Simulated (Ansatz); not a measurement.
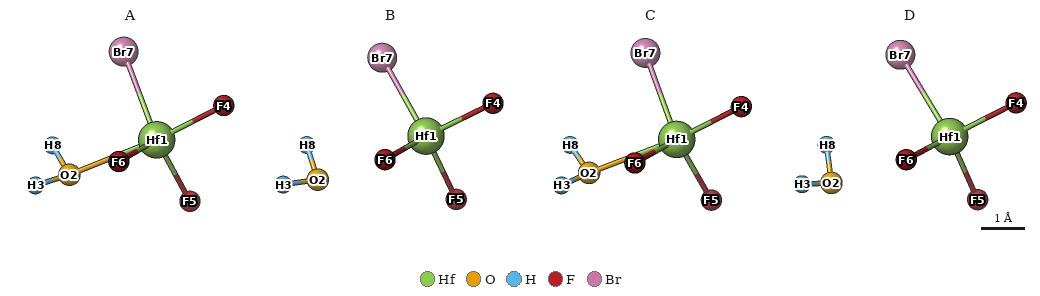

4 geometries from one relaxation of HfH$_{2}$OBrF$_{3}$, in shuffled order. The picture is a ball-and-stick view, seen at a tilt.

The run prepares an end point of a later path (reaction) calculation, from a guessed geometry.

Level of theory: RKS PBE-D4/def2-SVP (Ansatz 0.2.0). Settings: no spin polarisation; force threshold 0.03 eV/Å; at most 50 steps.

Order the frames from highest to lowest energy.

D, B, A, C. They are steps 0, 1, 3, 8, at +0.602 eV, +0.418 eV, +0.065 eV relative to the last. The energy falls by 0.602 eV in 7 accepted moves (8 points after the start). Largest force component: 1.2 eV/Å at the start, 0.025 eV/Å at the end. The line search rejected the trial step at point 6 of the run. The atom that moves furthest after the best rigid fit is O2 (0.54 Å). By element the largest moves are O 0.54 Å, H 0.51 Å, F 0.36 Å, Hf 0.35 Å, Br 0.17 Å. Near-neighbour distances that change, for instance: Hf1–O2 3.251 → 2.371 Å, Hf1–H3 3.694 → 2.925 Å, Hf1–H8 3.361 → 2.896 Å, Hf1–Br7 2.662 → 2.566 Å. New bonds form, among them: Hf1–O2 (3.25 → 2.37 Å). Bond angles that change, for instance: F6–Hf1–Br7 113.6° → 121.2°, F4–Hf1–Br7 105.3° → 98.9°, F4–Hf1–F6 104.5° → 98.6°. Cost: 20 s on 4 threads of Arm Neoverse V1, with other jobs on the host, peak memory 0.2 GiB.

Limits of the set-up: the start holds two separate molecules, 2.8 Å apart at their closest, whose relative position is a soft coordinate.
